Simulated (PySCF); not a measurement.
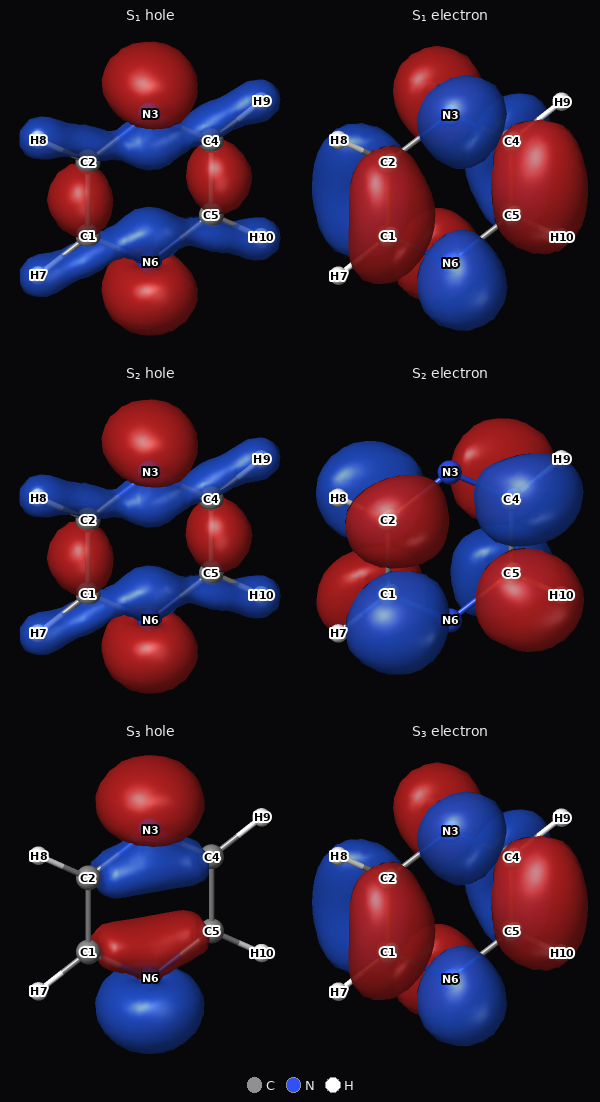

*C4H4N2, SMILES `c1cnccn1`. Leading natural transition orbitals (full linear response singlet states).*

Computed with PySCF, B3LYP/def2-SVPD, geometry: GFN2-xTB. No frequency check shows the geometry to be a minimum.

Q: Describe these excited states.

A: By state:
- S₁: 3.94 eV (315 nm), f = 0.005, σ or n → π*; the leading pair carries 100 %; hole on N3 and N6 (29 % each) and C1, C2, C4 and C5 (8 % each), electron on N3 and N6 (24 % each) and C1, C2, C4 and C5 (12 % each); their centroids lie 0.0 Å apart.
- S₂: 4.55 eV (273 nm), f = 0.000 (dark), σ or n → π*; the leading pair carries 100 %; hole on N3 and N6 (29 % each) and C1, C2, C4 and C5 (8 % each), electron on C1, C2, C4 and C5 (19 % each) and N3 and N6 (6 % each); their centroids lie 0.0 Å apart.
- S₃: 5.53 eV (224 nm), f = 0.000 (dark), n → π*; the leading pair carries 99 %; hole on N3 and N6 (39 % each), electron on N3 and N6 (24 % each) and C1, C2, C4 and C5 (12 % each); their centroids lie 0.0 Å apart; S₄ lies within 0.1 eV of it.
